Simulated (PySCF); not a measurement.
# SnF2 (SMILES [F][Sn][F]), step by step

We compute a geometry optimisation (SPW92/3-21G), then the energy (NEVPT2(2,2)/ma-def2-TZVP), then the excited states (TDA-B97-1/def2-TZVP) of SnF2. 

Program for the calculation: PySCF 2.14.0.

1 further run of the same task is left out (for a faulty analytic Hessian).

### Step 1. The molecule

SnF2: 3 atoms, total charge 0, spin state singlet. SMILES: `[F][Sn][F]`. All atoms were displaced at random from a relaxed shape. The run starts from this shape.

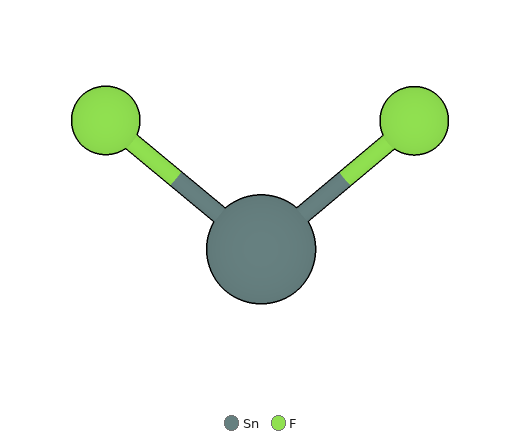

The structure, seen from a chosen angle (tin teal, fluorine green).

### Step 2. A geometry optimisation at SPW92/3-21G (run 1)

File mol.xyz:

```xyz
3

Sn    -0.067704     0.037193    -0.891209
F      1.532244    -0.108622     0.505247
F     -1.707006     0.130003     0.441250
```

File input.py:

```python
# SnF2
from pyscf import gto, dft
from pyscf.geomopt.geometric_solver import kernel as optimise

mol = gto.Mole()
mol.atom = 'mol.xyz'
mol.charge = 0
mol.max_memory = 1860
mol.basis = '3-21g'
mol.verbose = 3
mol.build()

ks = dft.RKS(mol)
ks.xc = 'spw92'
converged, mol_eq = optimise(ks, maxsteps=100, convergence_set='GAU_TIGHT')
print('converged:', converged)
print(mol_eq.tostring())

ks.reset(mol_eq)
mol = mol_eq
ks.kernel()
etot = ks.e_tot
print('E = %.10f Eh' % etot)
```

Started as:

```
$ OMP_NUM_THREADS=1 python input.py
```

The log of the run:

```text
convergence_set           GAU_TIGHT
maxiter                   100
----------------------------------------------------------
Custom engine selected.
Bonds will be generated from interatomic distances less than 1.20 times sum of covalent radii
9 internal coordinates being used (instead of 9 Cartesians)
Internal coordinate system (atoms numbered from 1):
Distance 1-2
Distance 1-3
Angle 2-1-3
Translation-X 1-3
Translation-Y 1-3
Translation-Z 1-3
Rotation-A 1-3
Rotation-B 1-3
Rotation-C 1-3
> ===== Optimization Info: ====
> Job type: Energy minimization
> Maximum number of optimization cycles: 100
> Initial / maximum trust radius (Angstrom): 0.100 / 0.300
> Convergence Criteria:
> Will converge when all 5 criteria are reached:
>  |Delta-E| < 1.00e-06
>  RMS-Grad  < 1.00e-05
>  Max-Grad  < 1.50e-05
>  RMS-Disp  < 4.00e-05
>  Max-Disp  < 6.00e-05
> === End Optimization Info ===

[... 7 lines left out ...]
WARN: Mole.unit (angstrom) is changed to Bohr
[... 35 lines left out ...]
converged SCF energy = -6190.74555206818
[... 67 lines left out ...]
converged SCF energy = -6190.75193595086
[... 69 lines left out ...]
converged SCF energy = -6190.75193517367
[... 67 lines left out ...]
converged SCF energy = -6190.75193517736
[... 67 lines left out ...]
converged SCF energy = -6190.75193524118
[... 68 lines left out ...]
converged SCF energy = -6190.75193592577
[... 67 lines left out ...]
converged SCF energy = -6190.7519394547
[... 67 lines left out ...]
converged SCF energy = -6190.75195188819
[... 43 lines left out ...]
Not rejecting step - energy change meets convergence criteria
[... 59 lines left out ...]
converged SCF energy = -6190.75195247586
[... 67 lines left out ...]
converged SCF energy = -6190.75195314853
[... 10 lines left out ...]
Geometry optimization cycle 42
Cartesian coordinates (Angstrom)
 Atom        New coordinates             dX        dY        dZ
  Sn  -0.006311   0.096042  -0.861021   -0.000017  0.000007 -0.000004
   F   1.260695  -0.103545   0.560333    0.000010 -0.000002 -0.000018
   F  -1.479886   0.076679   0.361116    0.000006 -0.000005  0.000022
converged SCF energy = -6190.75195314707
--------------- RKS_Scanner gradients ---------------
         x                y                z
0 Sn     0.0000089442     0.0000060309    -0.0000937971
1 F     0.0000069872     0.0000121088    -0.0000909306
2 F     0.0000058262     0.0000049223    -0.0000939226
----------------------------------------------
cycle 42: E = -6190.75195315  dE = 1.46611e-09  norm(grad) = 0.000162042
Step   41 : Displace = 3.687e-06/4.881e-06 (rms/max) Trust = 3.717e-04 (+) Grad = 7.373e-07/9.033e-07 (rms/max) E (change) = -6190.7519531471 (+1.466e-09) Quality = -44.443
Hessian Eigenvalues: 1.54418e-04 7.08181e-04 4.99991e-02 ... 1.89474e-01 2.11314e-01 2.92607e-01
Converged! =D

converged: True
Sn         -0.00631080        0.09604245       -0.86102093
F           1.26069460       -0.10354485        0.56033305
F          -1.47988613        0.07667851        0.36111591
converged SCF energy = -6190.75195314703
E = -6190.7519531470 Eh
```

It took 3.6 min on 1 thread of Intel Xeon at 2.50GHz (Skylake/Cascade Lake), shared host; peak memory 0.24 GiB.

The path in brief:

| step | energy from the first frame kept (eV) | largest force (eV/Å) |
| --- | --- | --- |
| 0 | 0.0000 | 3.7195 |
| 2 | -0.6680 | 3.3810 |
| 4 | -0.8409 | 0.2070 |
| 6 | -0.8417 | 0.0094 |
| 8 | -0.8417 | 0.0092 |
| 10 | -0.8417 | 0.0091 |
| 12 | -0.8417 | 0.0091 |
| 14 | -0.8417 | 0.0091 |
| 16 | -0.8417 | 0.0090 |
| 18 | -0.8417 | 0.0090 |
| 20 | -0.8417 | 0.0089 |
| 22 | -0.8417 | 0.0088 |
| 24 | -0.8417 | 0.0096 |
| 26 | -0.8418 | 0.0169 |
| 28 | -0.8421 | 0.0403 |
| 30 | -0.8421 | 0.0056 |
| 32 | -0.8421 | 0.0048 |
| 34 | -0.8421 | 0.0054 |
| 36 | -0.8421 | 0.0062 |
| 38 | -0.8422 | 0.0060 |
| 40 | -0.8422 | 0.0049 |
| 41 | -0.8422 | 0.0049 |

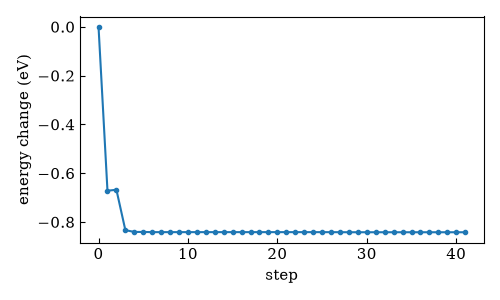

Energy along the run.

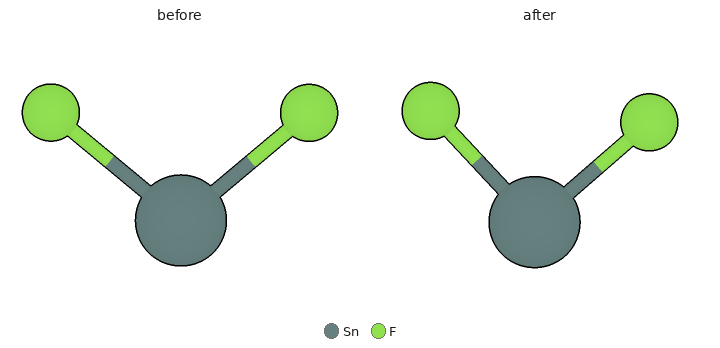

Before and after, at one scale.

After the run. Bond lengths: Sn1–F2 1.915 Å, Sn1–F3 1.915 Å. Angles: F2–Sn1–F3 92.0°.

### Step 3. The energy at NEVPT2(2,2)/ma-def2-TZVP (core potential) (run 3)

File input.xyz:

```xyz
3
F2Sn
Sn    -0.006311     0.096042    -0.861021
F      1.260695    -0.103545     0.560333
F     -1.479886     0.076679     0.361116
```

File run.py:

```python
from pyscf import gto, mcscf, mrpt

molecule = gto.M(
    atom='input.xyz',
    basis='ma-def2-tzvp',
    ecp={'Sn': 'def2-svp'},
    charge=0,
    verbose=3,
    max_memory=1860,
)

mf = molecule.RHF()
mf.kernel()

cas = mcscf.CASSCF(mf, 2, 2)
cas.fix_spin_(ss=0.0)
cas.natorb = True
cas.kernel()
e_pt2 = mrpt.NEVPT(cas).kernel()
etot = cas.e_tot + e_pt2
print('E(%s) = %.9f' % ('NEVPT2', etot))
```

Started as:

```
$ OMP_NUM_THREADS=1 python run.py
```

The log of the run:

```text
converged SCF energy = -412.407779109114
CASSCF energy = -412.423163316775
CASCI E = -412.423163316775  E(CI) = -1.31657400143496  S^2 = 0.0000000
Sr    (-1)',   E = -0.00000000021115
Si    (+1)',   E = -0.00000000198652
Sijrs (0)  ,   E = -0.79686711965336
Sijr  (+1) ,   E = -0.01775115825540
Srsi  (-1) ,   E = -0.05540569441007
Srs   (-2) ,   E = -0.00871965309158
Sij   (+2) ,   E = -0.00031994696163
Sir   (0)' ,   E = -0.01512647028971
Nevpt2 Energy = -0.894190044859422
E(NEVPT2) = -413.317353362
```

Run time: 64 s. Hardware: 1 thread of Intel Xeon at 2.50GHz (Skylake/Cascade Lake), shared host; peak memory 0.5 GiB.

### Step 4. The vertical excitations at TDA-B97-1/def2-TZVP (density fitting, core potential, spin of roots triplet) (run 4)

File calc.py:

```python
from pyscf import gto, dft, tdscf
from pyscf import df

molecule = gto.M(
    atom='Sn -0.006311 0.096042 -0.861021; F 1.260695 -0.103545 0.560333; F -1.479886 0.076679 0.361116',
    basis='def2-tzvp',
    charge=0,
    ecp={'Sn': 'def2-svp'},
    max_memory=1860,
    verbose=4,
    spin=0,
)

calc0 = dft.RKS(molecule)
calc0.xc = 'b97-1'
calc0 = calc0.density_fit(auxbasis=df.aug_etb(molecule, beta=2.0))
calc0.kernel()

e_final = calc0.e_tot
print('Final energy', e_final)

td = calc0.TDA()
td.nstates = 8
td.singlet = False
td.kernel()
td.analyze()
roots = td.e * 27.211386
```

Started as:

```
$ OMP_NUM_THREADS=1 python calc.py
```

The log of the run:

```text
PySCF version 2.14.0

[INPUT] num. atoms = 3
[INPUT] num. electrons = 40
[INPUT] charge = 0
[INPUT] spin (= nelec alpha-beta = 2S) = 0
[INPUT] symmetry False subgroup None
[INPUT] Mole.unit = angstrom
[INPUT] Symbol           X                Y                Z      unit          X                Y                Z       unit  Magmom
[INPUT]  1 Sn    -0.006311000000   0.096042000000  -0.861021000000 AA   -0.011926061572   0.181493076455  -1.627093877499 Bohr   0.0
[INPUT]  2 F      1.260695000000  -0.103545000000   0.560333000000 AA    2.382368276609  -0.195671691568   1.058875908556 Bohr   0.0
[INPUT]  3 F     -1.479886000000   0.076679000000   0.361116000000 AA   -2.796579235578   0.144902309506   0.682410339198 Bohr   0.0

[... 70 lines left out ...]
converged SCF energy = -414.102585999572
Final energy -414.1025859995717
[... 1 line left out ...]
******** <class 'pyscf.tdscf.rks.TDA'> for <class 'pyscf.df.df_jk.DFRKS'> ********
nstates = 8 triplet
deg_eia_thresh = 1.000e-03
wfnsym = None
conv_tol = 1e-05
eigh lindep = 1e-12
eigh level_shift = 0
eigh max_cycle = 100

Excitation energies (eV)
[3.79581372 5.82952823 5.84008697 6.01208686 6.46040557 6.5758512
 6.8182512  6.98066358]

** Triplet excitation energies and oscillator strengths **
      20 -> 21       -0.70220
      18 -> 21       -0.15494
      20 -> 22       -0.68194
      19 -> 21        0.70557
      18 -> 21       -0.68737
      20 -> 22        0.15443
      17 -> 21       -0.70296
      16 -> 21        0.70398
      20 -> 23        0.69474
      15 -> 21       -0.70377

** Transition electric dipole moments (AU) **
state          X           Y           Z        Dip. S.      Osc.
  1         0.0000      0.0000      0.0000      0.0000      0.0000
  2         0.0000      0.0000      0.0000      0.0000      0.0000
  3         0.0000      0.0000      0.0000      0.0000      0.0000
[... 4 lines of this table left out ...]
  8         0.0000      0.0000      0.0000      0.0000      0.0000

WARN: ECP detected. Skipping calculation of transition velocity and magnetic dipole moments, which have not yet been implemented.
```

Wall time 86 s (1 thread of Intel Xeon at 2.50GHz (Skylake/Cascade Lake), shared host); peak memory 0.46 GiB.

The roots found:

| excited state | energy (eV) |
| --- | --- |
| 1 | 3.796 |
| 2 | 5.830 |
| 3 | 5.840 |
| 4 | 6.012 |
| 5 | 6.460 |
| 6 | 6.576 |
| 7 | 6.818 |
| 8 | 6.981 |

### Step 5. Results

| quantity | value |
| --- | --- |
| run 1, SPW92/3-21G: total energy at the end | -6190.75195 Eh |
| run 1, SPW92/3-21G: dipole moment | 2.10 D |
| run 1, SPW92/3-21G: HOMO energy | -6.58 eV |
| run 1, SPW92/3-21G: LUMO energy | -3.03 eV |
| run 1, SPW92/3-21G: HOMO–LUMO gap | 3.56 eV |
| run 3, NEVPT2(2,2)/ma-def2-TZVP: total energy | -413.31735 Eh |
| run 3, NEVPT2(2,2)/ma-def2-TZVP: dipole moment (Hartree–Fock density) | 4.09 D |
| run 3, NEVPT2(2,2)/ma-def2-TZVP: HOMO energy (Hartree–Fock orbitals) | -11.35 eV |
| run 3, NEVPT2(2,2)/ma-def2-TZVP: LUMO energy (Hartree–Fock orbitals) | -0.30 eV |
| run 3, NEVPT2(2,2)/ma-def2-TZVP: HOMO–LUMO gap (Hartree–Fock orbitals) | 11.05 eV |
| run 4, TDA-B97-1/def2-TZVP: ground-state or mean-field energy | -414.10259 Eh |
| run 4, TDA-B97-1/def2-TZVP: dipole moment (B97-1 Kohn–Sham density) | 3.80 D |
| run 4, TDA-B97-1/def2-TZVP: HOMO energy (B97-1 Kohn–Sham orbitals) | -8.46 eV |
| run 4, TDA-B97-1/def2-TZVP: LUMO energy (B97-1 Kohn–Sham orbitals) | -2.77 eV |
| run 4, TDA-B97-1/def2-TZVP: HOMO–LUMO gap (B97-1 Kohn–Sham orbitals) | 5.69 eV |
| run 4, TDA-B97-1/def2-TZVP: lowest triplet excitation energy | 3.80 eV |

**Reading.** The optimisation (run 1, SPW92/3-21G) took 41 steps and changed the energy by -0.842 eV. Relativity is left out (run 1, SPW92/3-21G) although the molecule holds a heavy atom. Mulliken charges (run 3, NEVPT2(2,2)/ma-def2-TZVP) of the mean-field density run from -0.56 on F2 to +1.12 on Sn1. Mulliken charges (run 4, TDA-B97-1/def2-TZVP) of the mean-field density run from -0.48 on F2 to +0.96 on Sn1; they depend strongly on the basis.
